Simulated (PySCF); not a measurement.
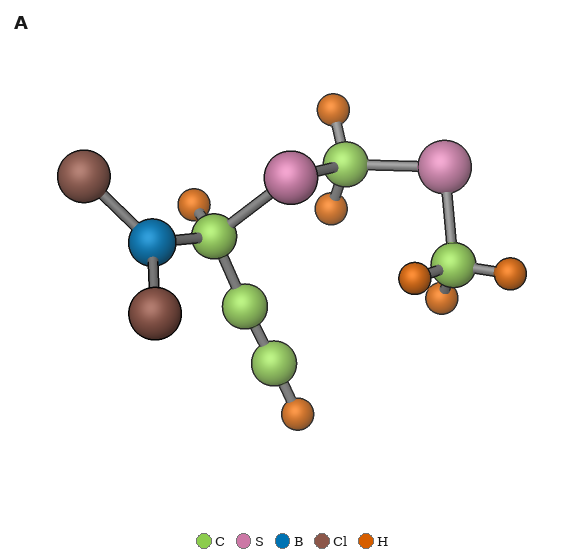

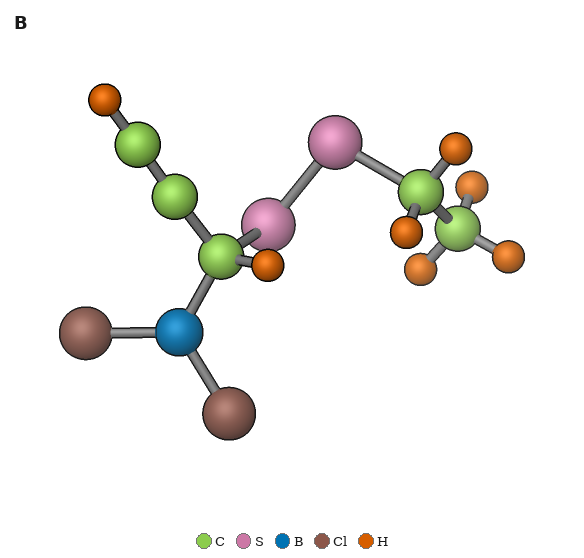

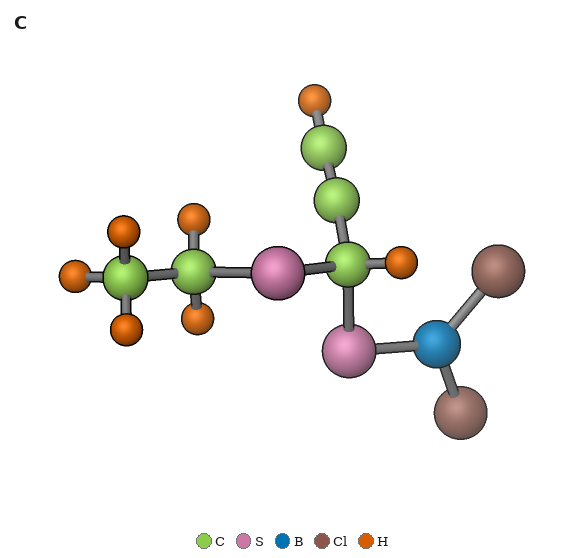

3 stationary structures of one formula. Geometries: GFN2-xTB. Electronic energies: PBE0/pcSseg-1 (PySCF 2.14.0), without zero-point energy. No frequency run is at hand to confirm each as a minimum. Each is one conformer, not always the lowest.

> Are they conformers, stereoisomers or constitutional isomers?

They are constitutional isomers of C5H7BCl2S2: A `C#C[C@H](SCSC)B(Cl)Cl`, B `C#C[C@H](SSCC)B(Cl)Cl`, C `C#C[C@@H](SCC)SB(Cl)Cl`.

> Which is lowest in energy, and by how much?

C is lowest; B lies 10.7 kcal/mol above it, A lies 19.1 kcal/mol above it.

The geometry is semi-empirical. Around B such bond lengths and angles can be off by a tenth of an ångström or more and by several degrees, and values that hang on the shape move with them.
